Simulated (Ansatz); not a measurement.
## Electronic structure of AlGaH2O in real space

The calculation's input:

```
crystal:
  periodic: [false, false, false]
  atoms:
    - {symbol: Al, position_ang: [-2.079642, 0.304163, -0.924265]}
    - {symbol: Ga, position_ang: [-4.065090, -2.126269, -2.438441]}
    - {symbol: O, position_ang: [-3.040415, -0.871354, -1.655997]}
    - {symbol: H, position_ang: [-2.543496, 0.929411, 0.456699]}
    - {symbol: H, position_ang: [-0.736337, 0.754665, -1.635426]}
basis:
  gaussian:
    orbitals: def2-TZVPD
hamiltonian:
  xc: {name: PBE0}
output: {forces: true, orbitals: {seedname: orbitals}}
```

Run with:

```sh
ansatz run input.yaml --threads 2 --pin off --max-ram 4350MiB --events-out events.jsonl --progress --plain --runs-dir runs
```

Geometry: PBE0-D4/def2-TZVP.

Level of theory: isolated molecule in a Gaussian basis; Kohn-Sham density functional theory, functional PBE0 (Ansatz 0.2.0).

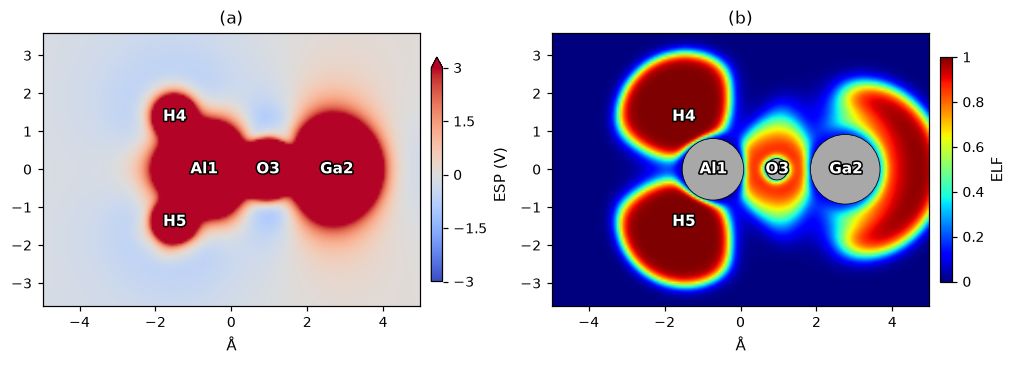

Figure 1. (a) electrostatic potential; (b) electron localisation function on the molecular plane. Grey discs cover the atomic cores in the ELF map.

**Interpret the plot.**

The plane passes through Al, Ga, O and H nuclei. Al–O (1.69 Å): the ELF peaks at about 0.85 in the valence shell of O, 0.6 Å from its nucleus, and is about 0.45 at the midpoint. Ga–O (1.80 Å): the ELF peaks at about 0.85 in the valence shell of O, 0.6 Å from its nucleus, and is about 0.20 at the midpoint. Al–H (1.59 Å): the ELF climbs to about 1 towards the hydrogen. The ELF also peaks beside O3, away from the bonds: lone-pair regions. Outside the dense part of the molecule the potential is most negative (−0.9 V) near O3.

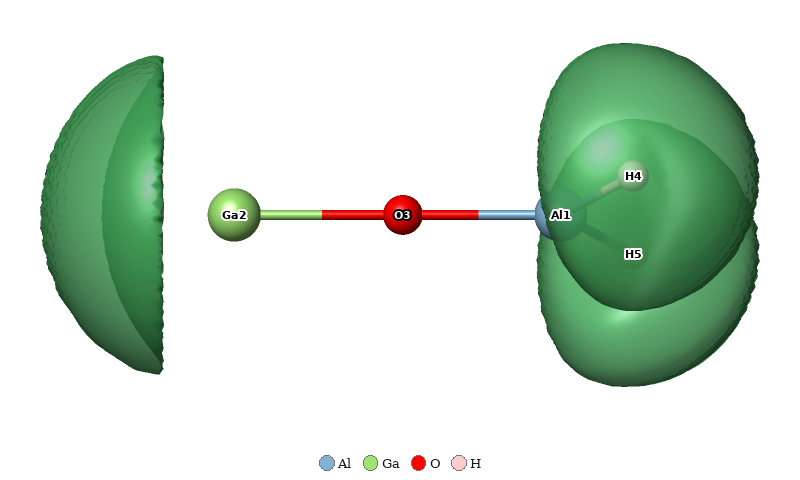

Figure 2. Isosurface of the electron localisation function at 0.9 (green), seen from one side. Core shells and regions of very low density are left out.

**Identify the bonds, lone pairs and shells in this picture.**

The ELF exceeds this value in two regions around hydrogen nuclei and one lobe on Ga, pointing away from the bonds (lone pairs).

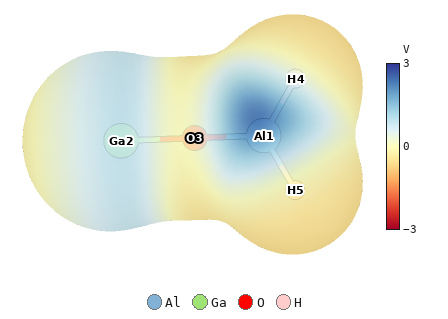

Figure 3. The electrostatic potential painted on the density surface at 0.001 e/bohr³, seen at a tilt; the colour scale runs from red (negative) to blue (positive).

**Where is the surface potential most negative and most positive?**

The most negative region (about −0.6 V, or −14 kcal/mol for a unit charge) lies over H4 and H5, the most positive (about +2.3 V, or +53 kcal/mol for a unit charge) over Al1.

**How polar is the molecule by this calculation?**

Its dipole moment is 0.95 D.
